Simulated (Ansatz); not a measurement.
## Electronic structure of ClGeH$_{5}$Si···HCl in real space

Input

```
crystal:
  periodic: [false, false, false]
  atoms:
    - { symbol: Ge, position_ang: [0.081287, 0.521391, -0.381116] }
    - { symbol: Cl, position_ang: [0.635922, -0.373891, 2.875542] }
    - { symbol: H, position_ang: [1.130356, -0.566641, -0.67975] }
    - { symbol: Cl, position_ang: [-0.570963, 1.297226, -2.325081] }
    - { symbol: H, position_ang: [-1.176228, -0.095345, 0.258014] }
    - { symbol: Si, position_ang: [0.959955, 2.341254, 0.785921] }
    - { symbol: H, position_ang: [2.330062, 2.041463, 1.309666] }
    - { symbol: H, position_ang: [0.997632, 3.55482, -0.08875] }
    - { symbol: H, position_ang: [0.061344, 2.630882, 1.963224] }
    - { symbol: H, position_ang: [0.273532, 0.909241, 2.927329] }
basis:
  gaussian: { orbitals: def2-SVP }
hamiltonian:
  xc: pbe0
relax:
  f_tol: 0.03
  max_steps: 50
output:
  orbitals: {}
```

Command:

```sh
ansatz run input.yaml --threads 4 --pin off --max-ram 5120MiB --backend cpu --events-out ev --progress --plain --runs-dir out
```

The fields are those of the run's last geometry, not of the input's.

Level of theory: RKS PBE0/def2-SVP (Ansatz 0.2.0).

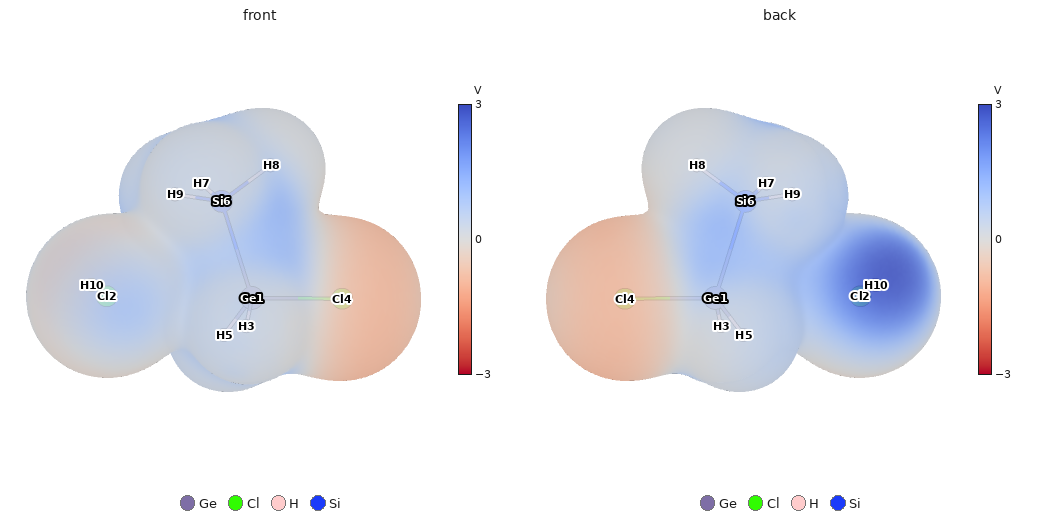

Figure 1. The molecular electrostatic potential painted on the density surface at 0.002 e/bohr³, seen from the front and from behind; the colour scale runs from red (negative) to blue (positive).

Which sites attract a positive test charge, and which a negative one?

Answer. A positive charge is drawn to the negative regions and a negative charge to the positive ones. The most negative region (about −0.9 V) lies over Cl4, the most positive (about +2.7 V) over H10. Cl2 shows a σ-hole: about +0.7 V at the tip opposite its bond, against about 0.0 V on its flanks.

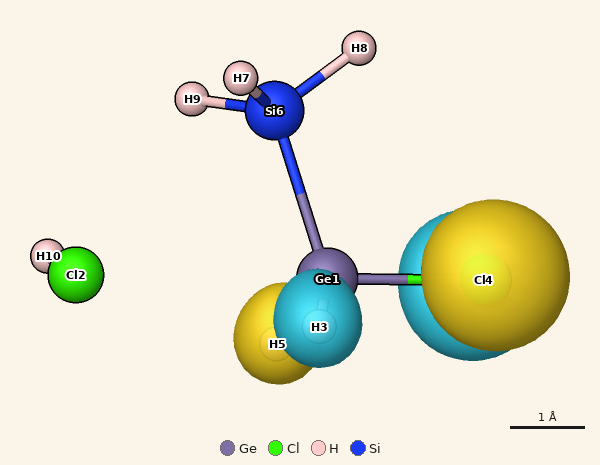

Figure 2. The HOMO−1 at ±0.15 Å⁻³ᐟ² (yellow and cyan are the two phases), seen across its widest extent.

Where does this orbital lie, and at what energy?

Answer. Its weight (Hirshfeld) is mainly on Cl4 (about 75 %), Ge1 (about 10 %), H5 (about 5 %) and H3 (about 5 %); largely a lone pair of Cl4. Its energy is −8.33 eV.

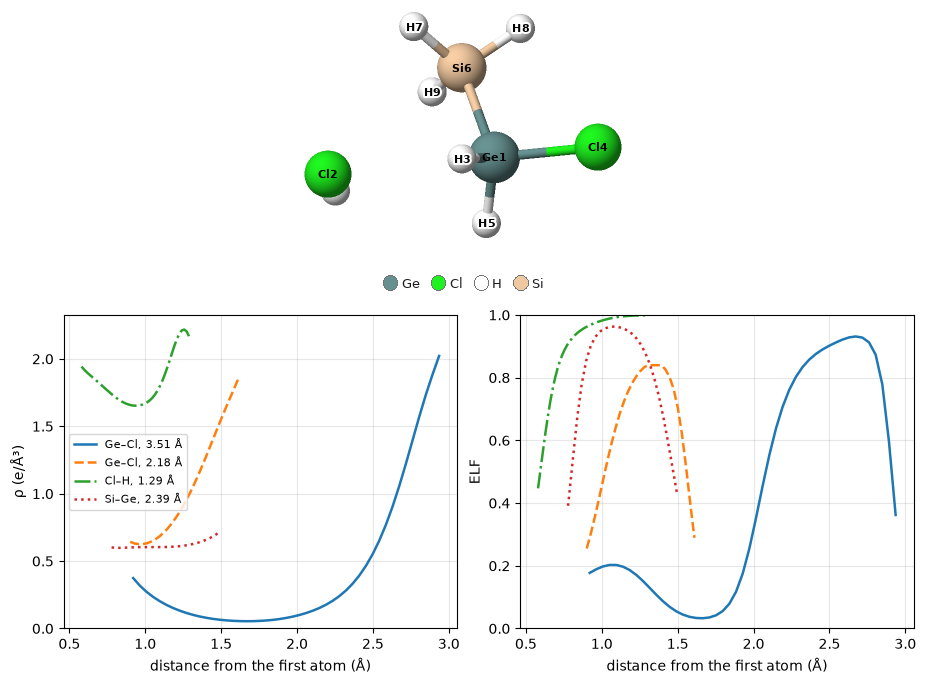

Figure 3. Total electron density and electron localisation function along straight lines between neighbouring atoms. The curves leave out the atomic cores. The structure is drawn too.

What can be read from the curves?

Answer. Ge1···Cl2 (3.51 Å): the density falls to about 0.05 e/Å³ on the way; the ELF dips to about 0.05 between them.
Ge–Cl (2.18 Å): the density is about 0.68 e/Å³ at the midpoint; the ELF peaks at about 0.85 in the valence shell of Cl, 0.9 Å from its nucleus, and is about 0.65 at the midpoint.
Cl–H (1.29 Å): the density is about 1.9 e/Å³ at the midpoint; the ELF climbs to about 1 towards the hydrogen, as it does in any bond to H.
Si–Ge (2.39 Å): ρ at the midpoint is about 0.61 e/Å³; the ELF peaks at about 0.95 between the atoms; a shared electron pair.
